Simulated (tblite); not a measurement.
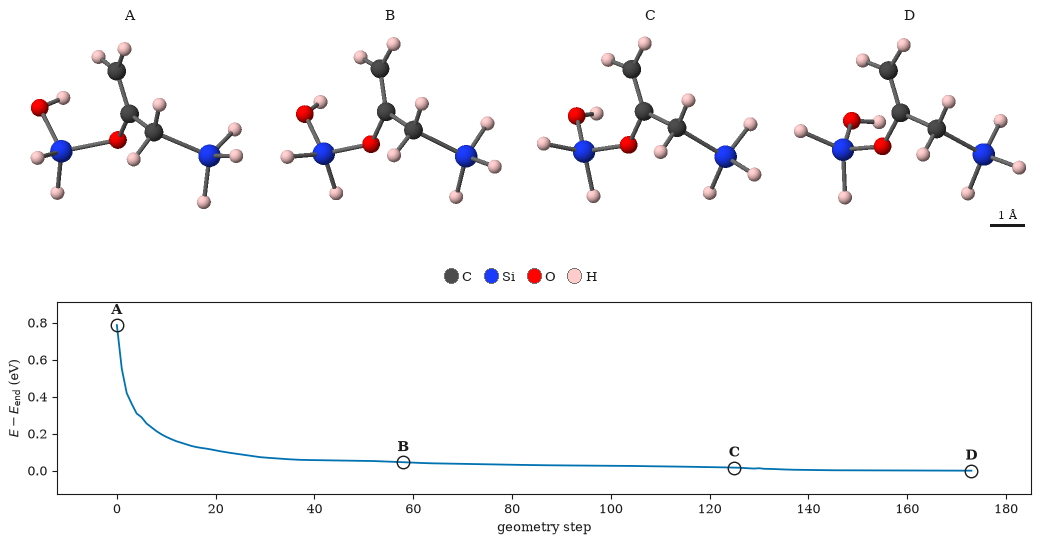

Frames of a relaxation of C₃H₁₀O₂Si₂, marked on the history of the run. A ball-and-stick model, seen at a tilt.

Computed with GFN2-xTB geometry optimisation, gas phase in tblite 0.8.0. 

### What happens along the run?

The energy falls by 0.788 eV in 173 geometry steps. The atom that moves furthest after the best rigid fit is an H atom (1.34 Å). By element the largest moves are H 1.34 Å, O 1.13 Å, C 0.54 Å, Si 0.42 Å. Near-neighbour distances that change, for instance: O–Si 1.755 → 1.628 Å, O–Si 1.717 → 1.625 Å, C–Si 1.865 → 1.909 Å, C–O 1.395 → 1.358 Å. Bond angles that change, for instance: C–O–Si 118.6° → 134.6°, Si–O–H 106.5° → 122.4°, O–Si–H 109.2° → 97.8°. Groups turn about C–O by about 65°, O–Si by about 20°. From step 0 to 58: an H atom moves most (0.57 Å), energy −0.742 eV. From step 58 to 125: an H atom moves most (0.64 Å), energy −0.029 eV. From step 125 to 173: an H atom moves most (0.71 Å), energy −0.017 eV.

```
step  E − E(0), eV
   0        0.0000
   1       -0.2365
   2       -0.3682
   3       -0.4257
   4       -0.4779
   5       -0.4986
   6       -0.5321
   7       -0.5527
   8       -0.5735
   9       -0.5905
  10       -0.6047
  19       -0.6723
  27       -0.7074
  36       -0.7275
  44       -0.7320
  53       -0.7364
  61       -0.7452
  70       -0.7506
  79       -0.7548
  87       -0.7583
  96       -0.7601
 104       -0.7616
 113       -0.7654
 122       -0.7692
 130       -0.7742
 139       -0.7834
 147       -0.7854
 156       -0.7859
 164       -0.7868
 173       -0.7875
```
